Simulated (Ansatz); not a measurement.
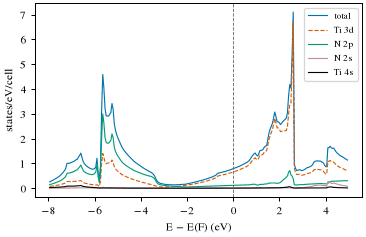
Fig. 1. Total and projected density of states of TiN (rock salt, space group No. 225), the program Ansatz at the LDA level (PAW)

Task: Which orbitals carry the states next to the Fermi level?

Result: Within 0.5 eV of the Fermi level: Ti 3d 83 %, N 2p 14 %. Projections are on Löwdin-orthogonalised atomic valence shells; empty p or d shells of many metals are not among them.

Task: Where is the tallest occupied peak in this window, and what makes it?

Result: Near -5.7 eV, about 4.6 states/eV per cell; the largest projected share is N 2p.

Space group Fm-3m (rock salt). The cell was relaxed with LDA under the symmetry of its start. The run is not spin-polarised. With an odd number of electrons in the cell and no spin polarisation, the count alone makes it a metal.

Potentials: the earlier of the program's two PAW sets. The files were generated under PBE; for other functionals the program regenerates the frozen cores, and for LDA and PBEsol the local potential too.
